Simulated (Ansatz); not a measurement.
# H2P: the cost of one run

Computed with Ansatz 0.2.0 (the levels named in each step, unless a step's input says otherwise).

## Step 1: The starting structure

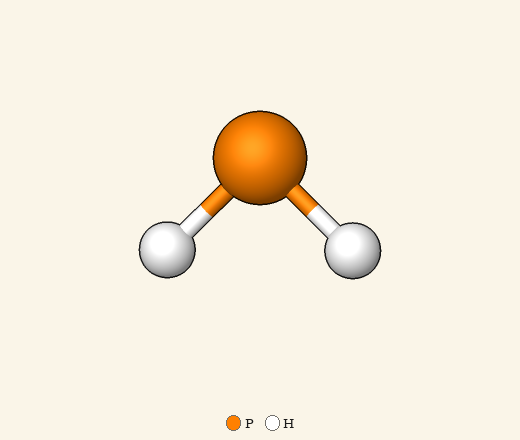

Start, viewed from a chosen angle; phosphorus orange, hydrogen white.

As a file:

```xyz
3

P    -0.0009    0.0594   -0.0003
H    -0.9791   -0.9312   -0.0003
H     1.0130   -0.8941    0.0094
```

## Step 2: A rough first relaxation, PBE-D4/def2-SVP

This run stands in another session on the same molecule. It ended at:

```xyz
3

P    -0.0016    0.0893   -0.0004
H    -1.0089   -0.9467   -0.0004
H     1.0435   -0.9085    0.0096
```

## Step 3: Relaxation, PBE0-D4/def2-TZVPP

This run stands in another session on the same molecule. It ended at:

```xyz
3

P    -0.0013    0.0736   -0.0004
H    -1.0024   -0.9387   -0.0004
H     1.0367   -0.9008    0.0095
```

## Step 4: Relaxation, CCSD(T)/cc-pV(T+d)Z

The input, input.yaml:

```yaml
crystal:
  periodic: [false, false, false]
  atoms:
    - { symbol: P, position_ang: [-0.00127567, 0.07358904, -0.00036097] }
    - { symbol: H, position_ang: [-1.00241416, -0.93866463, -0.00036871] }
    - { symbol: H, position_ang: [1.03671982, -0.90078441, 0.00951968] }
magnetization:
  spin_polarized: true
  initial_magnetization: 1
basis:
  gaussian: { orbitals: "cc-pV(T+d)Z.json" }
correlation:
  method: ccsd_t
scf:
  omitted_lower_state_checks: [cluster_reference]
relax:
  f_tol: 0.002
  max_steps: 40
```

Launch:

```console
ansatz run input.yaml --threads 2 --pin off --max-ram 5120MiB --backend cpu --events-out ev --progress --plain --runs-dir out
```

What time and memory should one allow on 2 threads of Arm Neoverse V2, shared host?

About 16 s, with a peak of 0.31 GiB.
